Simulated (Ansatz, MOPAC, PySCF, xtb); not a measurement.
Potential energy curve for GaH, singlet.

Levels: UMP2 = MP2 on UHF/cc-pVQZ, cores with 3d frozen (Ansatz, a program for electronic structure); AM1, restricted, heats of formation (MOPAC); UHF/LANL2DZ = PySCF 2.14.0 with unrestricted Hartree-Fock/LANL2DZ, with its core potentials past Ne; GFN1-xTB (xtb); RCCSD(T) = Ansatz with CCSD(T) on RHF/cc-pVQZ, cores with 3d frozen.

Energies are in mEh, each relative to the lowest point of its own curve near equilibrium.

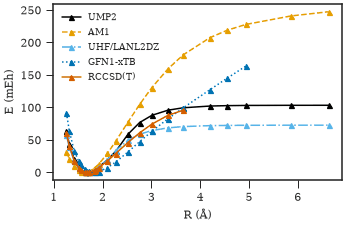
Energy against bond length for each method.

```tsv
R / Å	UMP2	AM1	UHF/LANL2DZ	GFN1-xTB	RCCSD(T)
1.26	63.6	30.7	57.1	91.8	60.2
1.32	43.0	21.1	38.4	63.4	40.2
1.42	19.9	9.3	17.5	33.2	18.1
1.51	7.7	3.0	6.7	17.3	6.9
1.56	3.4	1.0	3.2	11.4	3.3
1.64	0.2	0.0	0.4	5.0	0.4
1.68	0.0	0.4	0.0	2.9	0.0
1.72	0.3	1.3	0.2	1.4	0.2
1.82	3.1	5.7	2.8	0.0	2.6
1.84	4.0	6.9	3.6	0.1	3.3
1.93	8.6	13.4	8.2	1.4	7.4
2.10	19.7	29.2	19.7	7.2	17.6
2.27	32.3	48.0	33.4	15.9	29.0
2.52	58.6	77.3	49.6	31.4	46.0
2.76	76.8	104.6	58.7	47.3	60.9
3.01	87.8	130.5	64.4	63.3	74.3
3.34	95.7	159.3	68.5	82.6	87.8
3.65	99.4	180.8	70.5	99.2	95.7
4.20	102.1	207.4	72.0	127.3	—
4.56	102.8	219.0	72.3	145.4	—
4.94	103.1	227.8	72.5	163.7	—
5.86	103.3	240.8	72.7	—	—
6.63	103.3	247.3	72.7	—	—
```

At the longest distance, 6.63 Å, AM1 lies highest above its minimum (247.3 mEh) and UHF/LANL2DZ lowest (72.7 mEh).

Dashes: no converged value, or the column stops at the first point that the program doubted or that broke a chosen test of continuity, which isn't proof of a fault.

The unrestricted determinant behind UMP2 is spin-contaminated at 1.26 to 1.56, 2.52 to 6.63 Å (<S²> up to 1.0, against 0.00 for a pure singlet). The restricted form behind AM1 keeps the bonding electrons paired and can't separate into open-shell fragments. The unrestricted determinant behind UHF/LANL2DZ is spin-contaminated at 1.26 to 1.42, 2.52 to 6.63 Å (<S²> up to 1.0, against 0.00 for a pure singlet). The T1 diagnostic of CCSD on the restricted reference of RCCSD(T) exceeds 0.045 at 3.01 to 6.63 Å.
